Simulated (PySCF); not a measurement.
Potential energy curve for SMILES O=C=S, singlet. The C2–S3 bond (C2 also carries O; S3 carries nothing else) is pulled apart rigidly from the PBE0/def2-TZVP optimised geometry.

Levels of theory: RKS-B3LYP = restricted B3LYP/cc-pVTZ run with PySCF; UHF/cc-pVTZ, density fitting (PySCF); UKS-B3LYP = unrestricted B3LYP/cc-pVTZ in PySCF.

Magnitude of the dipole moment (D; its direction can reverse along the curve, and a method can change to another solution) and Mulliken charge of the fragment that holds C2:

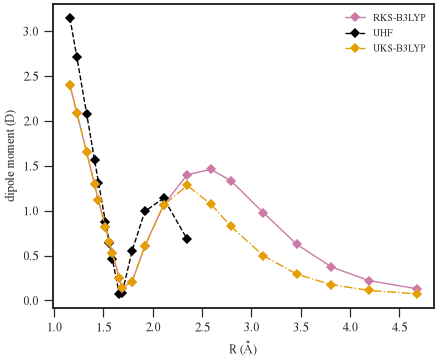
Dipole moment against bond length.

```json
[
 {"R / Å": "1.16", "μ RKS-B3LYP": "2.39", "q RKS-B3LYP": "-0.30", "μ UHF": "3.15", "q UHF": "-0.31", "μ UKS-B3LYP": "2.39", "q UKS-B3LYP": "-0.30"},
 {"R / Å": "1.23", "μ RKS-B3LYP": "2.09", "q RKS-B3LYP": "-0.19", "μ UHF": "2.71", "q UHF": "-0.20", "μ UKS-B3LYP": "2.09", "q UKS-B3LYP": "-0.19"},
 {"R / Å": "1.33", "μ RKS-B3LYP": "1.65", "q RKS-B3LYP": "-0.07", "μ UHF": "2.08", "q UHF": "-0.06", "μ UKS-B3LYP": "1.65", "q UKS-B3LYP": "-0.07"},
 {"R / Å": "1.41", "μ RKS-B3LYP": "1.29", "q RKS-B3LYP": "-0.01", "μ UHF": "1.57", "q UHF": "0.03", "μ UKS-B3LYP": "1.29", "q UKS-B3LYP": "-0.01"},
 {"R / Å": "1.45", "μ RKS-B3LYP": "1.12", "q RKS-B3LYP": "0.02", "μ UHF": "1.31", "q UHF": "0.06", "μ UKS-B3LYP": "1.12", "q UKS-B3LYP": "0.02"},
 {"R / Å": "1.52", "μ RKS-B3LYP": "0.82", "q RKS-B3LYP": "0.05", "μ UHF": "0.88", "q UHF": "0.11", "μ UKS-B3LYP": "0.82", "q UKS-B3LYP": "0.05"},
 {"R / Å": "1.56", "μ RKS-B3LYP": "0.65", "q RKS-B3LYP": "0.07", "μ UHF": "0.64", "q UHF": "0.13", "μ UKS-B3LYP": "0.65", "q UKS-B3LYP": "0.07"},
 {"R / Å": "1.59", "μ RKS-B3LYP": "0.53", "q RKS-B3LYP": "0.07", "μ UHF": "0.46", "q UHF": "0.15", "μ UKS-B3LYP": "0.53", "q UKS-B3LYP": "0.07"},
 {"R / Å": "1.66", "μ RKS-B3LYP": "0.25", "q RKS-B3LYP": "0.09", "μ UHF": "0.07", "q UHF": "0.17", "μ UKS-B3LYP": "0.25", "q UKS-B3LYP": "0.09"},
 {"R / Å": "1.69", "μ RKS-B3LYP": "0.14", "q RKS-B3LYP": "0.10", "μ UHF": "0.08", "q UHF": "0.18", "μ UKS-B3LYP": "0.14", "q UKS-B3LYP": "0.10"},
 {"R / Å": "1.79", "μ RKS-B3LYP": "0.21", "q RKS-B3LYP": "0.12", "μ UHF": "0.55", "q UHF": "0.20", "μ UKS-B3LYP": "0.21", "q UKS-B3LYP": "0.12"},
 {"R / Å": "1.92", "μ RKS-B3LYP": "0.61", "q RKS-B3LYP": "0.13", "μ UHF": "0.99", "q UHF": "0.21", "μ UKS-B3LYP": "0.61", "q UKS-B3LYP": "0.13"},
 {"R / Å": "2.11", "μ RKS-B3LYP": "1.06", "q RKS-B3LYP": "0.14", "μ UHF": "1.14", "q UHF": "0.17", "μ UKS-B3LYP": "1.06", "q UKS-B3LYP": "0.14"},
 {"R / Å": "2.35", "μ RKS-B3LYP": "1.40", "q RKS-B3LYP": "0.14", "μ UHF": "0.68", "q UHF": "0.08", "μ UKS-B3LYP": "1.28", "q UKS-B3LYP": "0.12"},
 {"R / Å": "2.59", "μ RKS-B3LYP": "1.46", "q RKS-B3LYP": "0.12", "μ UHF": "—", "q UHF": "—", "μ UKS-B3LYP": "1.07", "q UKS-B3LYP": "0.08"},
 {"R / Å": "2.79", "μ RKS-B3LYP": "1.34", "q RKS-B3LYP": "0.10", "μ UHF": "—", "q UHF": "—", "μ UKS-B3LYP": "0.83", "q UKS-B3LYP": "0.05"},
 {"R / Å": "3.12", "μ RKS-B3LYP": "0.98", "q RKS-B3LYP": "0.06", "μ UHF": "—", "q UHF": "—", "μ UKS-B3LYP": "0.50", "q UKS-B3LYP": "0.03"},
 {"R / Å": "3.46", "μ RKS-B3LYP": "0.62", "q RKS-B3LYP": "0.03", "μ UHF": "—", "q UHF": "—", "μ UKS-B3LYP": "0.29", "q UKS-B3LYP": "0.01"},
 {"R / Å": "3.81", "μ RKS-B3LYP": "0.37", "q RKS-B3LYP": "0.01", "μ UHF": "—", "q UHF": "—", "μ UKS-B3LYP": "0.18", "q UKS-B3LYP": "0.00"},
 {"R / Å": "4.19", "μ RKS-B3LYP": "0.22", "q RKS-B3LYP": "0.01", "μ UHF": "—", "q UHF": "—", "μ UKS-B3LYP": "0.11", "q UKS-B3LYP": "0.00"},
 {"R / Å": "4.68", "μ RKS-B3LYP": "0.13", "q RKS-B3LYP": "0.00", "μ UHF": "—", "q UHF": "—", "μ UKS-B3LYP": "0.07", "q UKS-B3LYP": "0.00"}
]
```

A dash means that the run gave no value there, or that the column was ended at a point which the program doubted or which failed a test of continuity chosen for this set; such a test can also cut sound points.

The restricted form behind RKS-B3LYP keeps the bonding electrons paired and can't separate into open-shell fragments. The unrestricted determinant behind UHF is spin-contaminated at 2.11 to 4.68 Å (<S²> up to 1.0, against 0.00 for a pure singlet). The unrestricted determinant behind UKS-B3LYP is spin-contaminated at 2.35 to 4.68 Å (<S²> up to 1.0, against 0.00 for a pure singlet).
